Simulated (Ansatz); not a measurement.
## Molecular dynamics of SiH$_{7}$O$_{3}$F (part 2 of 5)

The same run, continued: SiH$_{7}$O$_{3}$F; UKS r2SCAN-D4/STO-3G (Ansatz 0.2.0). The run did not end well. It belongs to a series of runs on one base structure; here: dynamics from the start. The run did not end well; see the last part.

Geometry of the input (Å):
```
Si -1.0526  0.2614  -0.6996
O  -0.5401  -0.7937  0.9989
H  -0.5148  -0.4933  -1.8162
H  -2.4394  -0.1521  -0.4882
O  -1.3480  1.8369  -0.5405
H  1.6052  0.0110  0.0368
F  0.8845  0.7594  -0.5710
H  0.7176  -1.0040  1.0227
O  1.9664  -0.9660  0.7660
H  -0.7472  -0.2484  1.7545
H  -0.6471  2.4820  -0.6231
H  2.1155  -1.6931  0.1598
```

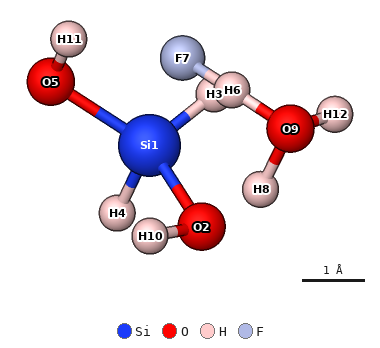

The geometry at step 116 of the log (ball-and-stick view, seen at a tilt; atoms are numbered from 1 in the order of the input).

### The program's output, continued
```
md step    94: t =    47.00 fs  T =  1239.4 K  F+E_penalty+E_count = -16628.55511068 eV  E_kin = 1.602079 eV  conserved = -16626.95303168 eV  (28 SCF iters, 3 dispersion substeps)
md step    95: t =    47.50 fs  T =  1139.3 K  F+E_penalty+E_count = -16628.42202891 eV  E_kin = 1.472654 eV  conserved = -16626.94937517 eV  (31 SCF iters, 3 dispersion substeps)
md step    96: t =    48.00 fs  T =  1034.6 K  F+E_penalty+E_count = -16628.28372073 eV  E_kin = 1.337305 eV  conserved = -16626.94641569 eV  (31 SCF iters, 3 dispersion substeps)
md step    97: t =    48.50 fs  T =   959.7 K  F+E_penalty+E_count = -16628.18526348 eV  E_kin = 1.240501 eV  conserved = -16626.94476200 eV  (31 SCF iters, 3 dispersion substeps)
md step    98: t =    49.00 fs  T =   934.5 K  F+E_penalty+E_count = -16628.15256915 eV  E_kin = 1.207947 eV  conserved = -16626.94462195 eV  (31 SCF iters, 3 dispersion substeps)
md step    99: t =    49.50 fs  T =   961.0 K  F+E_penalty+E_count = -16628.18820655 eV  E_kin = 1.242176 eV  conserved = -16626.94603062 eV  (31 SCF iters, 3 dispersion substeps)
md step   100: t =    50.00 fs  T =  1022.9 K  F+E_penalty+E_count = -16628.27098695 eV  E_kin = 1.322234 eV  conserved = -16626.94875314 eV  (31 SCF iters, 3 dispersion substeps)
md step   101: t =    50.50 fs  T =  1089.8 K  F+E_penalty+E_count = -16628.36066716 eV  E_kin = 1.408718 eV  conserved = -16626.95194934 eV  (30 SCF iters, 3 dispersion substeps)
md step   102: t =    51.00 fs  T =  1127.9 K  F+E_penalty+E_count = -16628.41205091 eV  E_kin = 1.457980 eV  conserved = -16626.95407055 eV  (31 SCF iters, 3 dispersion substeps)
md step   103: t =    51.50 fs  T =  1117.6 K  F+E_penalty+E_count = -16628.39839914 eV  E_kin = 1.444565 eV  conserved = -16626.95383427 eV  (30 SCF iters, 3 dispersion substeps)
md step   104: t =    52.00 fs  T =  1065.0 K  F+E_penalty+E_count = -16628.32859713 eV  E_kin = 1.376568 eV  conserved = -16626.95202957 eV  (30 SCF iters, 3 dispersion substeps)
md step   105: t =    52.50 fs  T =   993.0 K  F+E_penalty+E_count = -16628.23441937 eV  E_kin = 1.283541 eV  conserved = -16626.95087855 eV  (30 SCF iters, 3 dispersion substeps)
md step   106: t =    53.00 fs  T =   920.6 K  F+E_penalty+E_count = -16628.14011321 eV  E_kin = 1.189978 eV  conserved = -16626.95013550 eV  (29 SCF iters, 3 dispersion substeps)
md step   107: t =    53.50 fs  T =   862.6 K  F+E_penalty+E_count = -16628.06322040 eV  E_kin = 1.115051 eV  conserved = -16626.94816954 eV  (29 SCF iters, 3 dispersion substeps)
md step   108: t =    54.00 fs  T =   838.3 K  F+E_penalty+E_count = -16628.03078930 eV  E_kin = 1.083542 eV  conserved = -16626.94724755 eV  (29 SCF iters, 3 dispersion substeps)
md step   109: t =    54.50 fs  T =   850.8 K  F+E_penalty+E_count = -16628.04967280 eV  E_kin = 1.099753 eV  conserved = -16626.94991977 eV  (29 SCF iters, 3 dispersion substeps)
md step   110: t =    55.00 fs  T =   868.6 K  F+E_penalty+E_count = -16628.07619038 eV  E_kin = 1.122711 eV  conserved = -16626.95347941 eV  (29 SCF iters, 3 dispersion substeps)
md step   111: t =    55.50 fs  T =   850.1 K  F+E_penalty+E_count = -16628.05305539 eV  E_kin = 1.098838 eV  conserved = -16626.95421781 eV  (31 SCF iters, 3 dispersion substeps)
md step   112: t =    56.00 fs  T =   781.9 K  F+E_penalty+E_count = -16627.96249657 eV  E_kin = 1.010629 eV  conserved = -16626.95186803 eV  (31 SCF iters, 3 dispersion substeps)
md step   113: t =    56.50 fs  T =   685.1 K  F+E_penalty+E_count = -16627.83385890 eV  E_kin = 0.885572 eV  conserved = -16626.94828687 eV  (30 SCF iters, 3 dispersion substeps)
md step   114: t =    57.00 fs  T =   598.0 K  F+E_penalty+E_count = -16627.71810809 eV  E_kin = 0.772910 eV  conserved = -16626.94519778 eV  (30 SCF iters, 3 dispersion substeps)
md step   115: t =    57.50 fs  T =   555.3 K  F+E_penalty+E_count = -16627.66127348 eV  E_kin = 0.717754 eV  conserved = -16626.94351995 eV  (31 SCF iters, 3 dispersion substeps)
md step   116: t =    58.00 fs  T =   576.7 K  F+E_penalty+E_count = -16627.68897883 eV  E_kin = 0.745400 eV  conserved = -16626.94357930 eV  (31 SCF iters, 3 dispersion substeps)
md step   117: t =    58.50 fs  T =   661.6 K  F+E_penalty+E_count = -16627.80047513 eV  E_kin = 0.855124 eV  conserved = -16626.94535135 eV  (32 SCF iters, 3 dispersion substeps)
md step   118: t =    59.00 fs  T =   789.6 K  F+E_penalty+E_count = -16627.96909985 eV  E_kin = 1.020674 eV  conserved = -16626.94842606 eV  (32 SCF iters, 3 dispersion substeps)
md step   119: t =    59.50 fs  T =   926.7 K  F+E_penalty+E_count = -16628.14957203 eV  E_kin = 1.197817 eV  conserved = -16626.95175471 eV  (31 SCF iters, 3 dispersion substeps)
md step   120: t =    60.00 fs  T =  1037.7 K  F+E_penalty+E_count = -16628.29501255 eV  E_kin = 1.341303 eV  conserved = -16626.95370959 eV  (31 SCF iters, 3 dispersion substeps)
md step   121: t =    60.50 fs  T =  1104.6 K  F+E_penalty+E_count = -16628.38107992 eV  E_kin = 1.427770 eV  conserved = -16626.95330978 eV  (29 SCF iters, 3 dispersion substeps)
md step   122: t =    61.00 fs  T =  1134.3 K  F+E_penalty+E_count = -16628.41821284 eV  E_kin = 1.466167 eV  conserved = -16626.95204547 eV  (30 SCF iters, 3 dispersion substeps)
md step   123: t =    61.50 fs  T =  1142.6 K  F+E_penalty+E_count = -16628.42930255 eV  E_kin = 1.476907 eV  conserved = -16626.95239590 eV  (29 SCF iters, 3 dispersion substeps)
md step   124: t =    62.00 fs  T =  1132.7 K  F+E_penalty+E_count = -16628.41721475 eV  E_kin = 1.464190 eV  conserved = -16626.95302446 eV  (29 SCF iters, 3 dispersion substeps)
md step   125: t =    62.50 fs  T =  1107.3 K  F+E_penalty+E_count = -16628.38200427 eV  E_kin = 1.431331 eV  conserved = -16626.95067295 eV  (29 SCF iters, 3 dispersion substeps)
md step   126: t =    63.00 fs  T =  1092.3 K  F+E_penalty+E_count = -16628.35940078 eV  E_kin = 1.411865 eV  conserved = -16626.94753603 eV  (29 SCF iters, 3 dispersion substeps)
md step   127: t =    63.50 fs  T =  1115.3 K  F+E_penalty+E_count = -16628.38997288 eV  E_kin = 1.441575 eV  conserved = -16626.94839836 eV  (29 SCF iters, 3 dispersion substeps)
md step   128: t =    64.00 fs  T =  1164.4 K  F+E_penalty+E_count = -16628.45722554 eV  E_kin = 1.505044 eV  conserved = -16626.95218154 eV  (30 SCF iters, 3 dispersion substeps)
md step   129: t =    64.50 fs  T =  1196.9 K  F+E_penalty+E_count = -16628.50149253 eV  E_kin = 1.547134 eV  conserved = -16626.95435877 eV  (29 SCF iters, 3 dispersion substeps)
md step   130: t =    65.00 fs  T =  1183.6 K  F+E_penalty+E_count = -16628.48320247 eV  E_kin = 1.529883 eV  conserved = -16626.95331980 eV  (29 SCF iters, 3 dispersion substeps)
md step   131: t =    65.50 fs  T =  1129.3 K  F+E_penalty+E_count = -16628.41015063 eV  E_kin = 1.459694 eV  conserved = -16626.95045695 eV  (30 SCF iters, 3 dispersion substeps)
these checks for a lower state are left out or cut short: starts, cluster_reference, orbital_swaps, neighbouring_geometries, increment
523 factors; integrals over basis functions are off by at most 2.2e-5 eV
mean field -16628.27034276 eV, -611.0776640498 hartree, gradient 8.2e-6 eV, S^2 0.000000; 0 other end points of the search recorded, 0 dependent functions left out
the calculation of the forces begins
reference -16628.27034968 eV, -611.0776643042 hartree; 27, 27 occupied and 9, 9 virtual orbitals, 523 factors
md step   132: t =    66.00 fs  T =  1061.9 K  F+E_penalty+E_count = -16628.32025047 eV  E_kin = 1.372606 eV  conserved = -16626.94764437 eV  (30 SCF iters, 3 dispersion substeps)
```

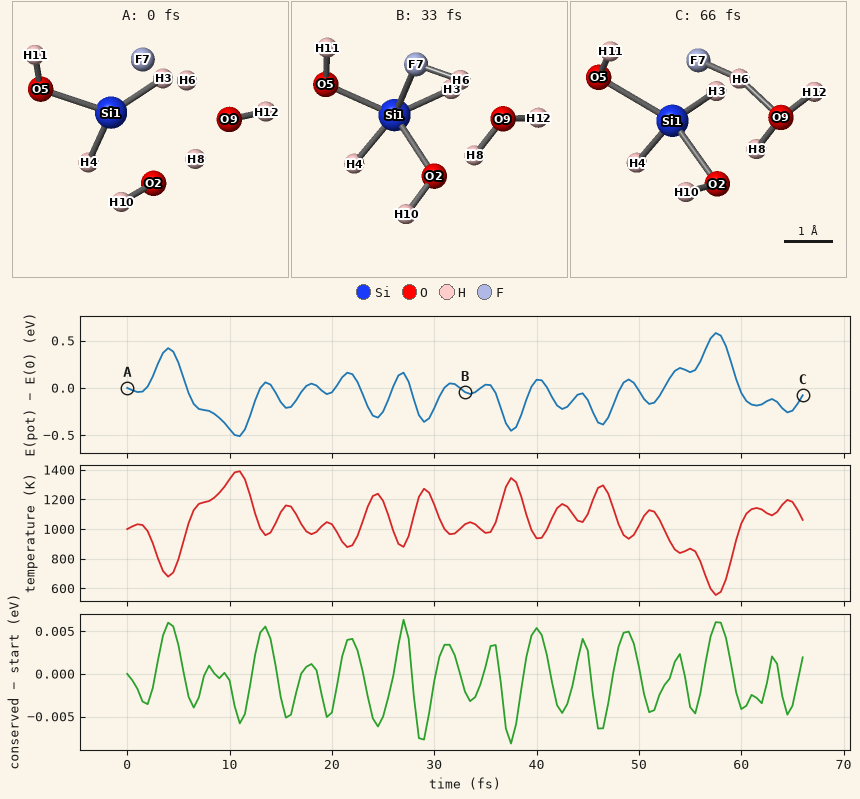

Frames of the molecular dynamics (ball-and-stick, seen at a tilt) above the curves, on which the letters mark them. The trajectory kept here has 133 frames over 66 fs. The temperature starts at 1000 K, ranges from 555 to 1391 K and averages 1031 K over the second half. The potential energy ends 0.078 eV below its first value. The conserved quantity stays within 0.015 eV. After an unweighted best fit of the last frame on the first, the root-mean-square displacement is 0.26 Å.

```
these checks for a lower state are left out or cut short: starts, cluster_reference, orbital_swaps, neighbouring_geometries, increment
523 factors; integrals over basis functions are off by at most 2.1e-5 eV
mean field -16628.20370120 eV, -611.0752150180 hartree, gradient 8.5e-6 eV, S^2 0.000000; 0 other end points of the search recorded, 0 dependent functions left out
the calculation of the forces begins
reference -16628.20370813 eV, -611.0752152724 hartree; 27, 27 occupied and 9, 9 virtual orbitals, 523 factors
523 factors; integrals over basis functions are off by at most 2.1e-5 eV
Unfinished report: {"positions_ang":[[-1.0168426094724212,0.16992050840034836,-0.5068625566113901],[-0.5687064756899006,-0.9504418131780461,0.8814740136335255],[-0.8696271249293949,-0.606292129775132,-1.808913944705581],[-2.4863871304496143,0.041250680940907766,-0.3962126136991379],[-1.2849263133724982,1.9384086009438164,-0.749674131362765],[1.5916988585969911,0.14995975428380767,0.07096447960928072],[0.9190351031383718,0.8486259056138636,-0.4568332539011535],[0.7559732760242713,-1.0076064185145073,0.7509720947412544],[1.8188147854854444,-0.876866152250853,0.658776762271709],[-0.45698309264798753,-0.22425378191980877,1.7008064569415893],[-0.31327343151583803,2.287359611091033,-0.587893802843933],[2.0166296107912656,-1.409274534929399,-0.3196102729042304]],"unchecked":["starts","cluster_reference","orbital_swaps","neighbouring_geometries","increment"],"mean_field":{"relativity":"none","state":{"energy":{"ev":-16628.27034967739,"hartree":-611.0776643041856},"converged":true,"gradient_ev":8.168445222753662e-6,"stability":{"kind":"minimum","curvature_ev":13.666794617439589},"curvature_floor_ev":0.00030000000000000003,"spin_squared":0.0},"others":[],"fillings":{"estimated":0,"unestimated":0,"tried":0,"untried":0,"excluded_magnetic_sites":0},"n_dropped_functions":0,"n_trapped_functions":0,"passes":{"evaluations":4,"products":26},"factors":{"origin":"Cholesky decomposition","count":523,"bound_ev":0.000021655547283003843},"gradient_stop_ev":0.00009,"reference_kind":"stationary","functional":{"name":"r2SCAN","citations":["Furness, Kaplan, Ning, Perdew & Sun, J. Phys. Chem. Lett. 11, 8208 (2020) doi:10.1021/acs.jpclett.0c02405","Furness, Kaplan, Ning, Perdew & Sun, J. Phys. Chem. Lett. 11, 9248 (2020) doi:10.1021/acs.jpclett.0c03077"],"text":"name \"r2SCAN\"\ncite \"Furness, Kaplan, Ning, Perdew & Sun, J. Phys. Chem. Lett. 11, 8208 (2020) doi:10.1021/acs.jpclett.0c02405\"\ncite \"Furness, Kaplan, Ning, Perdew & Sun, J. Phys. Chem. Lett. 11, 9248 (2020) doi:10.1021/acs.jpclett.0c03077\"\nparent r2scan\nparameter k0 = 0.174\nparameter k1 = 0.065\nparameter a1 = 4.9479\nexchange = r2scan_x(k0 = k0, k1 = k1, a1 = a1)\ncorrelation = r2scan_c\n","parameters":{"a1":{"value":4.9479,"default":4.9479},"k0":{"value":0.174,"default":0.174},"k1":{"value":0.065,"default":0.065}},"final_grid":{"core_spheres":27.0,"valence_spheres":18.0,"degree":36.0},"final_grid_parameter_source":"default","radial_points_factor":1.0,"radial_grid_error_ev":0.00004202825166463307,"grid_sensitivity":"normal","grid_sensitivity_ratio":0.004213694444324409},"unsmoothed_excess_ev":-6.921804362151199e-6,"symmetry":{"irreps":["A"],"axes":[[0.997567040440976,-0.02192471710559906,-0.06617632964793141],[0.022810715241624646,0.9996596071324764,0.012662588120459669],[0.06587618003495457,-0.014141309966984858,0.9977275942141823]],"occupied":[{"A":27},{"A":27}]},"held":{"pivots":521,"left_out":0,"joined":2},"density_repulsion":{"missed_ev":8.572535710053061e-6,"excess_ev":7.267024898734718e-7,"most_excess_ev":0.0001458,"are_drawn_again":false,"n_first_factors":523,"energy_change_ev":0.0,"n_dropped_ends":0}},"factors":{"origin":"Cholesky decomposition","count":523,"bound_ev":0.000021655547283003843},"n_frozen":0,"n_occupied":[27,27],"n_virtual":[9,9],"reference":{"ev":-16628.27034967739,"hartree":-611.0776643041856},"dispersion":{"energy":{"ev":-0.04990771035610887,"hartree":-0.001834074526925918},"switches_in_reach":[]},"total":{"ev":-16628.320257387746,"hartree":-611.0794983787126},"forces_ev_per_angstrom":[[-1.6503076650751307,1.9421250963405063,-2.2924225880681974],[1.269786359991523,2.9436059085509063,1.744566054551624],[0.7525239461385644,0.5271402532959336,1.3861879671831072],[0.43935729362612735,-0.6318246630673086,0.5698193139092985],[1.8694390145379352,-1.542483348788719,0.9259324751862095],[-0.22653511397022713,0.17319489457051243,0.4121846206270842],[-1.5811822573060446,0.5649359771055225,-0.620769803703406],[-1.856246809223508,-1.2698486644359708,0.35890006982805484],[3.2284865428082123,-2.036342755138451,-3.859829048368365],[-0.8413527916168365,-2.0432030622397157,-2.037384252168977],[-0.6240455081392338,0.024214694059969774,-0.41477070955643464],[-0.7799230117680709,1.3484856697555117,3.827585900573373]],"charge_distribution":{"dipole_moment_e_ang":[0.6696340503168975,-0.272038064733249,0.2764542970781186],"mulliken_charges_e":[0.6717205312059757,-0.30406071969333404,-0.1559530354839742,-0.18780544013137113,-0.3575716775599638,0.20428212224677444,-0.2245969850499563,0.20555372463441335,-0.2898680012859156,0.15529147250325348,0.12099880883188519,0.16200919978222295],"lowdin_charges_e":[0.6004643089658792,-0.22680397466976743,-0.15405498338992252,-0.18829856450798044,-0.2951974233089114,0.15851269259381784,-0.19498547235101782,0.15887058853815683,-0.19814338601712755,0.12290933273187621,0.08572335832734224,0.13100352308762042]},"n_threads":1,"memory_gib":1.7045454550534487,"seconds":{"hamiltonian":6.077662944,"orbitals":0.0,"second_order":0.0,"solver_start":0.0,"cycles":0.0,"cycle":0.0,"perturbative":0.0,"full_ci_increment":0.0,"forces":0.0}}
Error: SIGTERM received: run cancelled behind 1047 evaluations of the mean field
```

### Trajectory as extended XYZ (Å, eV, eV/Å), 63 of the 133 frames kept, from step=0 to step=132
```
12
Properties=species:S:1:pos:R:3:forces:R:3 step=0 time_fs=0.0 energy=-16628.24218 temperature=1000.0
Si   -1.0526    0.2614   -0.6996    3.1271  -2.9310   2.7340
O    -0.5401   -0.7937    0.9989    1.7438  -1.8565  -5.2320
H    -0.5148   -0.4933   -1.8162   -0.5303  -0.2251  -0.4246
H    -2.4394   -0.1521   -0.4882    0.1575  -0.0691  -0.2262
O    -1.3480    1.8369   -0.5405   -3.5559   0.5483   0.5276
H     1.6052    0.0110    0.0368   -0.4940  -0.7543  -0.0781
F     0.8845    0.7594   -0.5710   -0.2239  -0.5763   0.8136
H     0.7176   -1.0040    1.0227    0.2485   0.1207  -0.3351
O     1.9664   -0.9660    0.7660   -2.8953   4.5645   2.3052
H    -0.7472   -0.2484    1.7545   -0.6634   2.4639   2.9375
H    -0.6471    2.4820   -0.6231    2.8890   1.4124  -0.4595
H     2.1155   -1.6931    0.1598    0.1968  -2.6975  -2.5623
12
Properties=species:S:1:pos:R:3:forces:R:3 step=2 time_fs=1.0 energy=-16628.28598 temperature=1032.5
Si   -1.0515    0.2539   -0.6984    2.7560  -1.9374   3.8259
O    -0.5401   -0.7851    0.9970    2.3804  -2.4035  -6.4648
H    -0.4708   -0.4321   -1.7894   -0.3891  -0.9003  -1.2252
H    -2.4385   -0.1456   -0.4962    0.0368  -0.1614  -0.3325
O    -1.3476    1.8413   -0.5429   -2.0473   1.7751   0.3345
H     1.6133    0.0376    0.0233   -0.7682  -0.6000  -0.1017
F     0.8784    0.7564   -0.5681    0.3158  -0.3893   0.9175
H     0.7809   -0.9936    1.0079   -0.5016  -0.0913  -0.2346
O     1.9629   -0.9658    0.7678   -1.6265   1.9772  -0.0396
H    -0.7434   -0.3006    1.7752   -1.1009   3.0591   3.8785
H    -0.6223    2.5129   -0.6260    1.3150  -0.1759  -0.2723
H     2.1046   -1.7183    0.1019   -0.3705  -0.1523  -0.2856
12
Properties=species:S:1:pos:R:3:forces:R:3 step=4 time_fs=2.0 energy=-16628.22810 temperature=986.4
Si   -1.0495    0.2457   -0.6958    2.3715  -1.1048   4.5433
O    -0.5386   -0.7779    0.9914    1.9389  -1.1248  -4.3718
H    -0.4305   -0.3794   -1.7743   -0.2860  -1.3646  -1.7845
H    -2.4372   -0.1406   -0.5075   -0.0827  -0.2431  -0.4114
O    -1.3485    1.8467   -0.5451   -0.5538   2.9379   0.1500
H     1.6141    0.0584    0.0088   -0.9217  -0.4367  -0.1010
F     0.8725    0.7531   -0.5648    0.7830  -0.1866   0.9817
H     0.8393   -0.9840    0.9910   -1.4573  -0.2845   0.0099
O     1.9584   -0.9643    0.7696   -0.2042   0.0068  -2.0951
H    -0.7496   -0.3249    1.8309   -0.6625   1.7437   1.5685
H    -0.5848    2.5422   -0.6315   -0.2296  -1.6757  -0.0896
H     2.0903   -1.7453    0.0409   -0.6956   1.7323   1.6001
12
Properties=species:S:1:pos:R:3:forces:R:3 step=6 time_fs=3.0 energy=-16627.98618 temperature=803.2
Si   -1.0467    0.2371   -0.6917    2.0871  -0.4991   4.6379
O    -0.5361   -0.7714    0.9832    1.1961   0.1800  -1.4368
H    -0.3931   -0.3396   -1.7759   -0.3759  -1.4976  -1.8604
H    -2.4367   -0.1380   -0.5226   -0.1598  -0.3124  -0.4532
O    -1.3498    1.8539   -0.5473    0.3797   3.3285   0.0242
H     1.6062    0.0750   -0.0066   -0.8923  -0.3707  -0.0058
F     0.8670    0.7498   -0.5609    1.0753   0.0593   0.9655
H     0.8837   -0.9771    0.9742   -2.4780  -0.4078   0.3330
O     1.9538   -0.9629    0.7702    1.0607  -0.9181  -3.3344
H    -0.7620   -0.3324    1.9012   -0.0188   0.3413  -1.4787
H    -0.5491    2.5559   -0.6379   -1.1404  -2.4517   0.0285
H     2.0695   -1.7565   -0.0052   -0.7334   2.5484   2.5803
12
Properties=species:S:1:pos:R:3:forces:R:3 step=9 time_fs=4.5 energy=-16627.85788 temperature=707.0
Si   -1.0412    0.2240   -0.6827    1.9228   0.0858   3.6911
O    -0.5309   -0.7613    0.9695    0.4821   0.8656   0.9716
H    -0.3448   -0.3061   -1.8100   -0.8961  -1.2023  -1.0952
H    -2.4387   -0.1398   -0.5534   -0.1286  -0.3881  -0.4260
O    -1.3512    1.8683   -0.5504    0.7240   2.4667  -0.0474
H     1.5793    0.0928   -0.0289   -0.4417  -0.6045   0.3998
F     0.8598    0.7449   -0.5543    1.0020   0.5648   0.7180
H     0.9044   -0.9741    0.9558   -2.9763  -0.3809   0.6627
O     1.9482   -0.9617    0.7673    1.5324  -0.8342  -3.6316
H    -0.7799   -0.3390    1.9754    0.4974  -0.5186  -3.8820
H    -0.5163    2.5328   -0.6469   -1.2773  -2.3058   0.0823
H     2.0258   -1.7282   -0.0283   -0.4404   2.2516   2.5568
```
